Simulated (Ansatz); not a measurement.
# Al₃H (triplet): from Hartree-Fock to the top rungs at a displaced geometry (v2), cc-pVDZ

Aim: climb from Hartree-Fock through coupled cluster for Al₃H (triplet) at one geometry and basis, and see what each rung misses.

Method: cc-pVDZ, core rule «outside noble gas», up to 15 orbitals frozen; program: Ansatz 0.2.0, Gaussian basis.

To be run: UHF; CCSD(T) on ROHF; CCSD(T) on UHF; BCCD(T) on ROHF; CISD as a restricted active space (open shells left free, so some higher excitations enter); CCSDT(Q) on ROHF; CCSDT(Q) on UHF.

23 further runs of the same task are left out: 10 that didn't finish, 13 set aside as unsound or not needed. Runs told in other sessions of the task aren't counted.

## (1) What is computed

The geometry is a PBE0/def2-TZVP stationary point (not a proven minimum) with its atoms shifted at random (size 0.100 Å).

4 atoms, charge 0, spin multiplicity 3.

Atoms are counted from 1 here; the program's logs count them from 0.

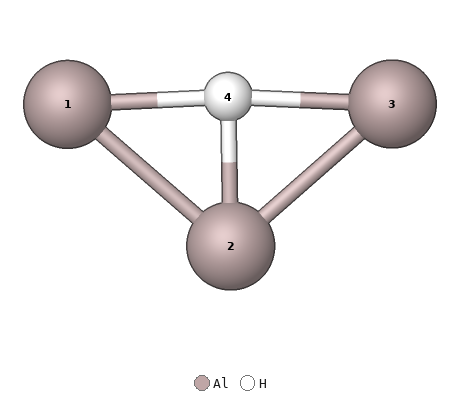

The geometry (aluminium light grey, hydrogen white); atoms are numbered from 1 in the order of the file.

Coordinates:

```
Al    0.0834    0.5696    1.9381
Al   -0.0815   -1.1393    0.0064
Al   -0.0049    0.5455   -1.9451
H     0.0783    0.6470    0.0164
```

In the tables R marks a restricted open-shell determinant and U an unrestricted one; energies count from the table's Hartree-Fock row.

## (2) UHF

in.yaml

```yaml
crystal:
  periodic: [false, false, false]
  atoms:
    - {symbol: Al, position_ang: [0.083401, 0.569587, 1.938124]}
    - {symbol: Al, position_ang: [-0.081473, -1.139295, 0.006387]}
    - {symbol: Al, position_ang: [-0.004852, 0.545537, -1.945124]}
    - {symbol: H, position_ang: [0.078256, 0.647029, 0.016421]}
basis:
  gaussian: {orbitals: cc-pVDZ}
magnetization: {spin_polarized: true, initial_magnetization: 2}
hamiltonian: {xc: hf}
output: {orbitals: {seedname: orbitals}}
```

Launch:

```
ansatz run in.yaml --threads 1 --pin off --events-out ev --progress --plain --max-ram 2393MiB
```

What it wrote:

```text
Functional definition: HF
  name "HF"
  cite "Fock, Z. Phys. 61, 126 (1930) doi:10.1007/BF01340294"
  parent pbe
  exchange = exact_x
  correlation = 0
588 factors; integrals over basis functions are off by at most 1.2e-3 eV
mean field evaluation 1: about -19761.5804 eV, gradient 5.6e0 eV
mean field evaluation 2: about -19761.5860 eV, gradient 5.6e0 eV
mean field evaluation 4: about -19762.2490 eV, gradient 1.3e0 eV
mean field evaluation 8: about -19762.3714 eV, gradient 2.4e-1 eV
mean field evaluation 16: about -19761.9494 eV, gradient 1.8e0 eV
mean field evaluation 32: about -19757.6434 eV, gradient 9.8e0 eV
mean field evaluation 64: about -19761.9293 eV, gradient 1.7e0 eV
mean field evaluation 96: about -19761.7864 eV, gradient 2.1e0 eV
mean field -19762.37834168 eV, -726.2540086357 hartree, gradient 1.9e-5 eV, S^2 2.241299; 0 other end points of the search recorded, 0 dependent functions left out
reference -19762.37834168 eV, -726.2540086357 hartree; 21, 19 occupied and 38, 40 virtual orbitals, 588 factors
Total energy: -19762.37834168 eV, -726.2540086357 hartree
```

It took 3.7 s on 1 thread of Arm Neoverse N1, shared host.

From the report: ⟨S²⟩ of the determinant 2.241 (pure triplet: 2.00).

## (3) CCSD(T) on ROHF

Changes to in.yaml since step 2:

```diff
@@ -9,4 +9,3 @@
   gaussian: {orbitals: cc-pVDZ}
-magnetization: {spin_polarized: true, initial_magnetization: 2}
-hamiltonian: {xc: hf}
-output: {orbitals: {seedname: orbitals}}
+magnetization: {spin_polarized: false, initial_magnetization: 2}
+correlation: {method: ccsd_t, electrons: outside_noble_gas}
```

The command is unchanged.

What it wrote, shortened:

```text
Functional definition: HF
  name "HF"
  cite "Fock, Z. Phys. 61, 126 (1930) doi:10.1007/BF01340294"
  parent pbe
[...]
588 factors; integrals over basis functions are off by at most 1.2e-3 eV
[...]
mean field -19762.06263223 eV, -726.2424065275 hartree, gradient 2.5e-6 eV, S^2 2.000000; 11 other end points of the search recorded, 0 dependent functions left out
[...]
determinant -19762.06263223 eV, -726.2424065275 hartree, with singles and doubles -19767.71633462 eV, -726.4501762581 hartree
determinant -19760.72620459 eV, -726.1932937174 hartree, with singles and doubles -19766.36083548 eV, -726.4003625832 hartree
determinant -19760.57912210 eV, -726.1878885356 hartree, with singles and doubles -19766.11560022 eV, -726.3913503537 hartree
determinant -19760.11624996 eV, -726.1708782983 hartree, with singles and doubles -19766.10708971 eV, -726.3910375982 hartree
determinant -19759.89879361 eV, -726.1628869249 hartree, with singles and doubles -19765.79123404 eV, -726.3794301165 hartree
determinant -19759.80917160 eV, -726.1595933765 hartree, with singles and doubles -19765.57293814 eV, -726.3714078901 hartree
15 core orbitals not correlated: weight in the atoms' cores, before any rotation towards them, 1.000 or more for the frozen orbitals, at most 0.000 for the correlated occupied ones
reference -19762.06263223 eV, -726.2424065275 hartree; 6, 4 occupied and 38, 40 virtual orbitals, 588 factors
second order -4.52628965 eV of doubles, -0.08334077 eV of singles
cycle   1  -5.65326418 eV  change    4.4e-4 eV  update   1.7e-3
[...]
cycle   9  -5.65341242 eV  change   -3.9e-6 eV  update   7.2e-6
perturbative correction -0.32486404 eV, -0.0119385332 hartree
Total energy: -19768.04090869 eV, -726.4621041350 hartree
```

Wall time 13 s (1 thread of Arm Neoverse N1, shared host).

From the report: correlation -5.9783 eV; T1 0.033; largest double amplitude 0.08.

## (4) CCSD(T) on UHF

Changes to in.yaml since step 3:

```diff
@@ -9,3 +9,3 @@
   gaussian: {orbitals: cc-pVDZ}
-magnetization: {spin_polarized: false, initial_magnetization: 2}
+magnetization: {spin_polarized: true, initial_magnetization: 2}
 correlation: {method: ccsd_t, electrons: outside_noble_gas}
```

Launched as before.

What it wrote, shortened:

```text
Functional definition: HF
  name "HF"
  cite "Fock, Z. Phys. 61, 126 (1930) doi:10.1007/BF01340294"
  parent pbe
[...]
588 factors; integrals over basis functions are off by at most 1.2e-3 eV
[...]
mean field -19762.37834168 eV, -726.2540086357 hartree, gradient 2.0e-6 eV, S^2 2.241299; 9 other end points of the search recorded, 0 dependent functions left out
determinant -19762.37834168 eV, -726.2540086357 hartree, with singles and doubles -19767.72849482 eV, -726.4506231371 hartree
determinant -19760.90735155 eV, -726.1999507453 hartree, with singles and doubles -19766.36835353 eV, -726.4006388667 hartree
determinant -19760.81807576 eV, -726.1966699207 hartree, with singles and doubles -19766.12743730 eV, -726.3917853583 hartree
determinant -19760.21300644 eV, -726.1744340332 hartree, with singles and doubles -19765.80130502 eV, -726.3798002183 hartree
15 core orbitals not correlated: weight in the atoms' cores, before any rotation towards them, 1.000 or more for the frozen orbitals, at most 0.000 for the correlated occupied ones
reference -19762.37834168 eV, -726.2540086357 hartree; 6, 4 occupied and 38, 40 virtual orbitals, 588 factors
second order -4.07286587 eV of doubles, -0.00000000 eV of singles
cycle   1  -5.35009973 eV  change    5.3e-5 eV  update   2.4e-3
[...]
cycle  10  -5.35162437 eV  change   -2.6e-7 eV  update   4.8e-6
perturbative correction -0.30247126 eV, -0.0111156138 hartree
Total energy: -19768.03243731 eV, -726.4617928175 hartree
```

Wall time 12 s (1 thread of Arm Neoverse N1, shared host).

From the report: ⟨S²⟩ of the determinant 2.241 (pure triplet: 2.00); correlation -5.6541 eV; T1 0.053; largest double amplitude 0.07.

## (5) BCCD(T) on ROHF

Changes to in.yaml since step 4:

```diff
@@ -9,3 +9,3 @@
   gaussian: {orbitals: cc-pVDZ}
-magnetization: {spin_polarized: true, initial_magnetization: 2}
-correlation: {method: ccsd_t, electrons: outside_noble_gas}
+magnetization: {spin_polarized: false, initial_magnetization: 2}
+correlation: {method: bccd_t, electrons: outside_noble_gas}
```

The command is unchanged.

What it wrote, shortened:

```text
Functional definition: HF
  name "HF"
  cite "Fock, Z. Phys. 61, 126 (1930) doi:10.1007/BF01340294"
  parent pbe
[...]
588 factors; integrals over basis functions are off by at most 1.2e-3 eV
[...]
mean field -19762.06263223 eV, -726.2424065275 hartree, gradient 2.5e-6 eV, S^2 2.000000; 11 other end points of the search recorded, 0 dependent functions left out
[...]
determinant -19762.06263223 eV, -726.2424065275 hartree, with singles and doubles -19767.71633462 eV, -726.4501762581 hartree
determinant -19760.72620459 eV, -726.1932937174 hartree, with singles and doubles -19766.36083548 eV, -726.4003625832 hartree
determinant -19760.57912210 eV, -726.1878885356 hartree, with singles and doubles -19766.11560022 eV, -726.3913503537 hartree
determinant -19760.11624996 eV, -726.1708782983 hartree, with singles and doubles -19766.10708971 eV, -726.3910375982 hartree
determinant -19759.89879361 eV, -726.1628869249 hartree, with singles and doubles -19765.79123404 eV, -726.3794301165 hartree
determinant -19759.80917160 eV, -726.1595933765 hartree, with singles and doubles -19765.57293814 eV, -726.3714078901 hartree
15 core orbitals not correlated: weight in the atoms' cores, before any rotation towards them, 1.000 or more for the frozen orbitals, at most 0.000 for the correlated occupied ones
reference -19762.06263223 eV, -726.2424065275 hartree; 6, 4 occupied and 38, 40 virtual orbitals, 588 factors
second order -4.52628965 eV of doubles, -0.08334077 eV of singles
cycle   1  -5.65165074 eV  change    2.1e-3 eV  update   9.0e-3
[...]
cycle  12  -5.64610556 eV  change    4.8e-7 eV  update   9.0e-6
perturbative correction -0.33198579 eV, -0.0122002529 hartree
Total energy: -19768.04072359 eV, -726.4620973326 hartree
```

Wall time 13 s (1 thread of Arm Neoverse N1, shared host).

From the report: correlation -5.9781 eV; largest double amplitude 0.07.

## (6) CISD as a restricted active space (open shells left free, so some higher excitations enter)

Changes to in.yaml since step 5:

```diff
@@ -10,2 +10,2 @@
 magnetization: {spin_polarized: false, initial_magnetization: 2}
-correlation: {method: bccd_t, electrons: outside_noble_gas}
+correlation: {active_space: {ras: {orbitals: [4, 2, 38], electrons: 10, max_holes: 2, max_particles: 2}, fixed_orbitals: true}}
```

Launched as before.

What it wrote:

```text
Functional definition: HF
  name "HF"
  cite "Fock, Z. Phys. 61, 126 (1930) doi:10.1007/BF01340294"
  parent pbe
  exchange = exact_x
  correlation = 0
588 factors; integrals over basis functions are off by at most 1.2e-3 eV
mean field evaluation 1: about -19761.6088 eV, gradient 6.7e0 eV
mean field evaluation 2: about -19761.6141 eV, gradient 6.7e0 eV
mean field evaluation 4: about -19762.0476 eV, gradient 9.1e-1 eV
mean field evaluation 8: about -19762.0626 eV, gradient 5.3e-3 eV
mean field evaluation 16: about -19762.0573 eV, gradient 2.6e-1 eV
mean field evaluation 32: about -19761.1970 eV, gradient 3.9e0 eV
mean field -19762.06263223 eV, -726.2424065275 hartree, gradient 2.5e-6 eV, S^2 2.000000; 6 other end points of the search recorded, 0 dependent functions left out
reference -19762.06263223 eV, -726.2424065275 hartree; 21, 19 occupied and 38, 40 virtual orbitals, 588 factors
state -19767.08915259 eV, -726.4271277433 hartree
Total energy: -19767.08915259 eV, -726.4271277433 hartree
```

It took 7 s on 1 thread of Arm Neoverse N1, shared host.

From the report: 206,832 determinants.

## (7) CCSDT(Q) on ROHF

Changes to in.yaml since step 6:

```diff
@@ -10,2 +10,2 @@
 magnetization: {spin_polarized: false, initial_magnetization: 2}
-correlation: {active_space: {ras: {orbitals: [4, 2, 38], electrons: 10, max_holes: 2, max_particles: 2}, fixed_orbitals: true}}
+correlation: {method: ccsdt_q, electrons: outside_noble_gas}
```

The command is unchanged.

What it wrote, shortened:

```text
Functional definition: HF
  name "HF"
  cite "Fock, Z. Phys. 61, 126 (1930) doi:10.1007/BF01340294"
  parent pbe
[...]
1140 factors; integrals over basis functions are off by at most 1.9e-7 eV
[...]
mean field -19762.06268226 eV, -726.2424083659 hartree, gradient 2.5e-6 eV, S^2 2.000000; 11 other end points of the search recorded, 0 dependent functions left out
[...]
determinant -19762.06268226 eV, -726.2424083659 hartree, with singles and doubles -19767.71640086 eV, -726.4501786924 hartree
determinant -19760.72626260 eV, -726.1932958493 hartree, with singles and doubles -19766.36090865 eV, -726.4003652723 hartree
determinant -19760.57916587 eV, -726.1878901442 hartree, with singles and doubles -19766.11566633 eV, -726.3913527832 hartree
determinant -19760.11630318 eV, -726.1708802539 hartree, with singles and doubles -19766.10715968 eV, -726.3910401694 hartree
determinant -19759.89884151 eV, -726.1628886850 hartree, with singles and doubles -19765.79130474 eV, -726.3794327148 hartree
determinant -19759.80922234 eV, -726.1595952412 hartree, with singles and doubles -19765.57299179 eV, -726.3714098619 hartree
15 core orbitals not correlated: weight in the atoms' cores, before any rotation towards them, 1.000 or more for the frozen orbitals, at most 0.000 for the correlated occupied ones
reference -19762.06268226 eV, -726.2424083659 hartree; 6, 4 occupied and 38, 40 virtual orbitals, 1140 factors
second order -4.52633381 eV of doubles, -0.08334108 eV of singles
cycle   1  -5.29558868 eV  change   -6.8e-1 eV  update   1.2e-1
[...]
cycle  21  -6.03767423 eV  change   -9.8e-8 eV  update   9.5e-7
perturbative correction -0.02995900 eV, -0.0011009730 hartree
Total energy: -19768.13031550 eV, -726.4653897745 hartree
```

Run time: 2.3 min. Hardware: 1 thread of Arm Neoverse N1, shared host; peak memory 0.55 GiB.

From the report: correlation -6.0676 eV; T1 0.035; largest double amplitude 0.10.

## (8) CCSDT(Q) on UHF

Changes to in.yaml since step 7:

```diff
@@ -9,3 +9,3 @@
   gaussian: {orbitals: cc-pVDZ}
-magnetization: {spin_polarized: false, initial_magnetization: 2}
+magnetization: {spin_polarized: true, initial_magnetization: 2}
 correlation: {method: ccsdt_q, electrons: outside_noble_gas}
```

Same command.

What it wrote, shortened:

```text
Functional definition: HF
  name "HF"
  cite "Fock, Z. Phys. 61, 126 (1930) doi:10.1007/BF01340294"
  parent pbe
[...]
1140 factors; integrals over basis functions are off by at most 1.9e-7 eV
[...]
mean field -19762.37839574 eV, -726.2540106221 hartree, gradient 2.1e-6 eV, S^2 2.241304; 9 other end points of the search recorded, 0 dependent functions left out
determinant -19762.37839574 eV, -726.2540106221 hartree, with singles and doubles -19767.72856084 eV, -726.4506255632 hartree
determinant -19760.90741184 eV, -726.1999529610 hartree, with singles and doubles -19766.36842768 eV, -726.4006415914 hartree
determinant -19760.81812154 eV, -726.1966716032 hartree, with singles and doubles -19766.12750308 eV, -726.3917877756 hartree
determinant -19760.21305867 eV, -726.1744359526 hartree, with singles and doubles -19765.80137638 eV, -726.3798028408 hartree
15 core orbitals not correlated: weight in the atoms' cores, before any rotation towards them, 1.000 or more for the frozen orbitals, at most 0.000 for the correlated occupied ones
reference -19762.37839574 eV, -726.2540106221 hartree; 6, 4 occupied and 38, 40 virtual orbitals, 1140 factors
second order -4.07289792 eV of doubles, -0.00000000 eV of singles
cycle   1  -4.82381848 eV  change   -7.5e-1 eV  update   1.3e-1
[...]
cycle  22  -5.72496445 eV  change    1.1e-6 eV  update   8.7e-7
perturbative correction -0.02967380 eV, -0.0010904919 hartree
Total energy: -19768.13303398 eV, -726.4654896770 hartree
```

It took 2.1 min on 1 thread of Arm Neoverse N1, shared host; peak memory 0.48 GiB.

From the report: ⟨S²⟩ of the determinant 2.241 (pure triplet: 2.00); correlation -5.7546 eV; T1 0.058; largest double amplitude 0.10.

## (9) The ladder

The yardstick is RCCSDT(Q), where the cluster series has nearly closed. Rows without a time are mean-field rows or come out of runs for another level: lower rungs of the coupled-cluster runs, or the Hartree-Fock search.

Differences are taken before rounding.

```
   method  energy from the lowest ROHF (kJ/mol)  from RCCSDT(Q) (kJ/mol)     time
      ROHF                                  0.0                   +585.4         
      UHF                                -30.5                   +555.0         
     RMP2                               -444.8                   +140.7         
     UMP2                               -423.4                   +162.0         
     CISD                               -485.0                   +100.5      7 s
    RCCSD                               -545.5                    +40.0         
    UCCSD                               -546.8                    +38.6         
 RCCSD(T)                               -576.8                     +8.6     13 s
 UCCSD(T)                               -576.0                     +9.4     12 s
  BCCD(T)                               -576.8                     +8.6     13 s
   RCCSDT                               -582.6                     +2.9         
   UCCSDT                               -582.8                     +2.6         
RCCSDT(Q)                               -585.4                        0  2.3 min
UCCSDT(Q)                               -585.7                     -0.3  2.1 min
```

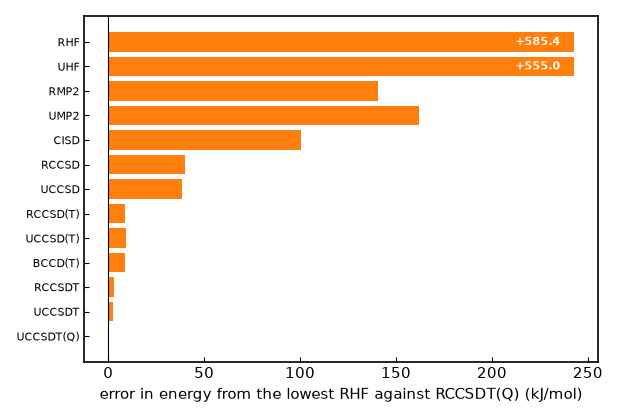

Deviations from RCCSDT(Q), method by method. Bars with a number in them are cut short.

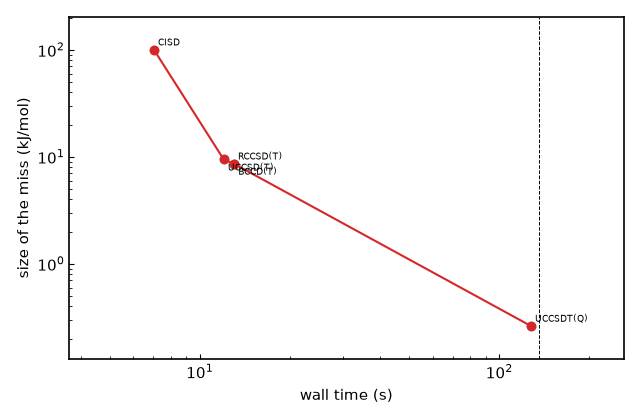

Miss against cost. Red marks the levels that no quicker level drawn beats (of those quicker than the yardstick), and the dashed line is the time of RCCSDT(Q). Times are from a shared host.

## (10) What came out

| quantity | value |
| --- | --- |
| RCCSDT(Q) from the ROHF energy | -6.0677 eV |
| RMP2 from RCCSDT(Q) | +140.7 kJ/mol |
| UMP2 from RCCSDT(Q) | +162.0 kJ/mol |
| RCCSD from RCCSDT(Q) | +40.0 kJ/mol |
| RCCSD(T) from RCCSDT(Q) | +8.6 kJ/mol |
| UCCSD(T) from RCCSDT(Q) | +9.4 kJ/mol |
| UCCSDT(Q) from RCCSDT(Q) | -0.3 kJ/mol |
| levels within 1 kcal/mol (43 meV) | RCCSDT, UCCSDT, UCCSDT(Q) |
| T1 diagnostic | 0.033 |

In words: RCCSD(T) lands +8.6 kJ/mol from the yardstick (1.5 % of the correlation energy). These misses are within one basis, not against nature; the frozen cores of restricted and unrestricted runs differ, which can shift their rows.

With open shells the CI space here admits some higher excitations, so it is larger than plain CISD.

UCCSDT(Q) reaches 0.3 kJ/mol from the reference in 2.1 min, where RCCSDT(Q) took 2.3 min; the quickest level in the cost chart, CISD, takes 7 s and misses by 100.5 kJ/mol.
